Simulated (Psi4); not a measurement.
# UMP2/def2-TZVPD (density fitting for correlation, ints tolerance 1e-06, sweep point 3) run of SiHBrF (SMILES F[SiH]Br)

Aim: the vertical ionisation energy of SiHBrF at UMP2/def2-TZVPD (density fitting for correlation, ints tolerance 1e-06, sweep point 3), from 2 runs. 

Program for the calculation: Psi4 1.11.

4 further runs of the same task are left out: 4 set aside as unsound or not needed.

## Step 1: The system as given

SiHBrF: 4 atoms, total charge 0, spin state doublet. As SMILES, `F[SiH]Br`. The shape is that of a PBE0-D4/def2-TZVP optimisation.

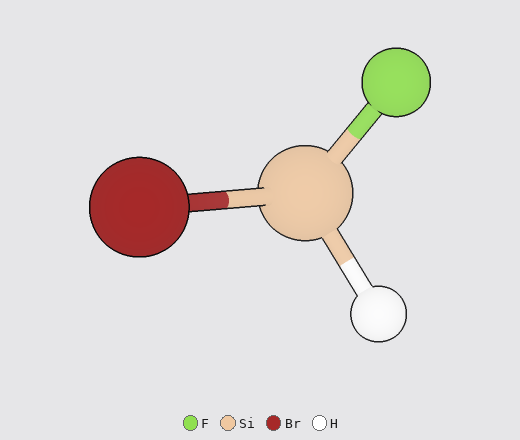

The structure, seen from a chosen angle (fluorine green, silicon light orange, bromine red, hydrogen white).

## Step 2: A single-point energy at UMP2/def2-TZVPD (density fitting for correlation, ints tolerance 1e-06, sweep point 3)

calc.py reads:

```python
import psi4

psi4.set_memory(1600000000)
psi4.set_num_threads(1)
psi4.set_output_file('brfhsi.out', False)

mol = psi4.geometry("""
0 2
F     -2.03617990    -0.53932784     2.03769168
Si    -0.54764263    -0.48131324    -0.58543715
Br     3.50015073    -1.21641671     0.13927282
H     -0.81144840     2.12291833    -1.62988878
units bohr
symmetry c1
""")

psi4.set_options({
    'basis': 'def2-TZVPD',
    'reference': 'uhf',
    'puream': True,
    'scf_type': 'direct',
    'num_frozen_docc': 15,
    'ints_tolerance': 1e-06,
    'maxiter': 150,
})

result, w = psi4.energy('mp2', return_wfn=True)
print('E =', round(result, 9))
for k, v in sorted(psi4.core.scalar_variables().items()):
    print(f'{k:45s} {v:18.10f}')
```

Run with:

```console
python calc.py
```

brfhsi.out:

```text
[...]
  Running in c1 symmetry.
[...]
  Nuclear repulsion =  225.521655825685940
[...]
  Multiplicity = 2
[...]
  Nalpha       = 30
  Nbeta        = 29
[...]
    Number of basis functions: 149
[...]
   @DF-UHF iter   1: -2961.24508201172921   -2.02432e+00   8.39728e-03 DIIS/ADIIS
[...]
   @UHF iter  20: -2961.50089893584072   -1.04592e-11   8.02321e-09 DIIS
[...]
   @S^2 Observed:                7.553092459E-01
[...]
    Orbital Energies [Eh]
    ---------------------
    Alpha Occupied:
       1A   -490.031793     2A    -68.872451     3A    -65.174217
       4A    -58.529385     5A    -58.528333     6A    -58.528210
       7A    -26.308748     8A     -9.847665     9A     -7.458652
      10A     -7.454074    11A     -7.453617    12A     -6.214847
      13A     -4.325822    14A     -4.318363    15A     -4.317104
      16A     -3.199728    17A     -3.197737    18A     -3.197463
      19A     -3.192531    20A     -3.192529    21A     -1.611049
      22A     -1.034978    23A     -0.785988    24A     -0.694845
      25A     -0.687524    26A     -0.636369    27A     -0.515818
      28A     -0.459382    29A     -0.442646    30A     -0.366199
    Alpha Virtual:
[...]
  @UHF Final Energy: -2961.50089893584072
   => Energetics <=
    Nuclear Repulsion Energy =            225.5216558256859400
    One-Electron Energy =               -4573.4491094476816215
    Two-Electron Energy =                1386.4265546861549865
    Total Energy =                      -2961.5008989358402687
  UHF NO Occupations:
  HONO-2 :   28  A 1.9994835
  HONO-1 :   29  A 1.9981378
[...]
 Multipole Moments:
 ------------------------------------------------------------------------------------
     Multipole            Electronic (a.u.)      Nuclear  (a.u.)        Total (a.u.)
 ------------------------------------------------------------------------------------
 L = 1.  Multiply by 2.5417464519 to convert [e a0] to [Debye]
 Dipole X            :          7.0484209           -7.2350292           -0.1866083
 Dipole Y            :         -2.5062325            2.6175702            0.1113378
 Dipole Z            :          0.8149676           -1.3423917           -0.5274242
 Magnitude           :                                                    0.5704341
[...]
```

Standard output:

```text
E = -2962.121095337
CURRENT CORRELATION ENERGY                         -0.6201964016
CURRENT ENERGY                                  -2962.1210953374
CURRENT REFERENCE ENERGY                        -2961.5008989358
CUSTOM SCS-MP2 CORRELATION ENERGY                  -0.5948834346
CUSTOM SCS-MP2 TOTAL ENERGY                     -2962.0957823705
DD SOLVATION ENERGY                                 0.0000000000
HF KINETIC ENERGY                                2961.3239444363
HF POTENTIAL ENERGY                             -5922.8248433722
HF TOTAL ENERGY                                 -2961.5008989358
HF VIRIAL RATIO                                     2.0000597552
MP2 CORRELATION ENERGY                             -0.6201964016
MP2 DOUBLES ENERGY                                 -0.6201964016
MP2 OPPOSITE-SPIN CORRELATION ENERGY               -0.4478668855
MP2 SAME-SPIN CORRELATION ENERGY                   -0.1723295161
MP2 SINGLES ENERGY                                 -0.0000000000
MP2 TOTAL ENERGY                                -2962.1210953374
NUCLEAR REPULSION ENERGY                          225.5216558257
ONE-ELECTRON ENERGY                             -4573.4491094477
PCM POLARIZATION ENERGY                             0.0000000000
PE ENERGY                                           0.0000000000
SCF ITERATION ENERGY                            -2961.5008989358
SCF ITERATIONS                                     20.0000000000
SCF TOTAL ENERGY                                -2961.5008989358
SCS-MP2 CORRELATION ENERGY                         -0.5948834346
SCS-MP2 TOTAL ENERGY                            -2962.0957823705
TWO-ELECTRON ENERGY                              1386.4265546862
```

Run time: 15 s. Hardware: 1 thread of AMD EPYC 9R45 (Zen 5), shared host; peak memory 0.3 GiB.

## Step 3: The singlet cation at the same level

brfhsi.py reads:

```python
import psi4

psi4.set_memory(1600000000)
psi4.set_num_threads(1)
psi4.core.set_output_file('psi4.out', False)

molecule = psi4.geometry("""
1 1
F     -2.03617990    -0.53932784     2.03769168
Si    -0.54764263    -0.48131324    -0.58543715
Br     3.50015073    -1.21641671     0.13927282
H     -0.81144840     2.12291833    -1.62988878
units bohr
symmetry c1
""")

options = {'basis': 'def2-TZVPD', 'puream': True, 'scf_type': 'direct', 'num_frozen_docc': 15, 'ints_tolerance': 1e-06, 'maxiter': 60}
psi4.set_options(options)

E = psi4.energy('mp2')
print('E =', round(E, 9))
```

Run with:

```console
python brfhsi.py
```

psi4.out:

```text
[...]
  Running in c1 symmetry.
[...]
  Nuclear repulsion =  225.521655825685940
[...]
  Multiplicity = 1
[...]
  Nalpha       = 29
  Nbeta        = 29
[...]
    Number of basis functions: 149
[...]
   @DF-RHF iter   1: -2960.86759536889349   -1.64684e+00   8.46585e-03 ADIIS/DIIS
[...]
   @RHF iter  19: -2961.16593946098010   -2.18279e-11   7.42140e-09 DIIS
[...]
    Orbital Energies [Eh]
    ---------------------
    Doubly Occupied:
       1A   -490.277126     2A    -69.184614     3A    -65.418147
       4A    -58.773320     5A    -58.772031     6A    -58.771799
       7A    -26.550446     8A    -10.090091     9A     -7.701342
      10A     -7.695555    11A     -7.694419    12A     -6.519243
      13A     -4.626448    14A     -4.624216    15A     -4.623298
      16A     -3.444016    17A     -3.441642    18A     -3.440121
      19A     -3.432790    20A     -3.432745    21A     -1.840289
      22A     -1.259498    23A     -1.010341    24A     -0.920206
      25A     -0.908133    26A     -0.861796    27A     -0.735798
      28A     -0.667541    29A     -0.663441
[...]
  @RHF Final Energy: -2961.16593946098010
   => Energetics <=
    Nuclear Repulsion Energy =            225.5216558256859400
    One-Electron Energy =               -4558.6142820076720454
    Two-Electron Energy =                1371.9266867210055807
    Total Energy =                      -2961.1659394609805531
[...]
 Multipole Moments:
 ------------------------------------------------------------------------------------
     Multipole            Electronic (a.u.)      Nuclear  (a.u.)        Total (a.u.)
 ------------------------------------------------------------------------------------
 L = 1.  Multiply by 2.5417464519 to convert [e a0] to [Debye]
 Dipole X            :          5.6478833           -7.2350292           -1.5871459
 Dipole Y            :         -2.4168596            2.6175702            0.2007106
 Dipole Z            :         -0.1230657           -1.3423917           -1.4654574
 Magnitude           :                                                    2.1695350
[...]
```

On the terminal:

```text
E = -2961.789775907
```

It took 13 s on 1 thread of AMD EPYC 9R45 (Zen 5), shared host; peak memory 0.3 GiB.

## Step 4: Summary of results

Level: UMP2/def2-TZVPD (density fitting for correlation, ints tolerance 1e-06, sweep point 3), 15 core orbitals frozen.

```
                                                                  quantity           value
                                              doublet SiHBrF: total energy  -2962.12110 Eh
doublet SiHBrF: HOMO energy (Hartree–Fock orbitals) (highest over α and β)        -9.96 eV
 doublet SiHBrF: LUMO energy (Hartree–Fock orbitals) (lowest over α and β)         0.50 eV
              doublet SiHBrF: correlation energy (15 core orbitals frozen)      -620.2 mEh
                         doublet SiHBrF: ⟨S²⟩ of the reference determinant           0.755
                                              singlet cation: total energy  -2961.78978 Eh
                       singlet cation: HOMO energy (Hartree–Fock orbitals)       -18.05 eV
                       singlet cation: LUMO energy (Hartree–Fock orbitals)        -8.11 eV
                     singlet cation: HOMO–LUMO gap (Hartree–Fock orbitals)         9.94 eV
              singlet cation: correlation energy (15 core orbitals frozen)      -623.8 mEh
                        vertical ionisation energy (to the singlet cation)        9.016 eV
```

**Reading.** Removing an electron at fixed nuclei costs 9.02 eV (208 kcal/mol). Only the singlet of the ionised species was computed; a triplet could lie lower.
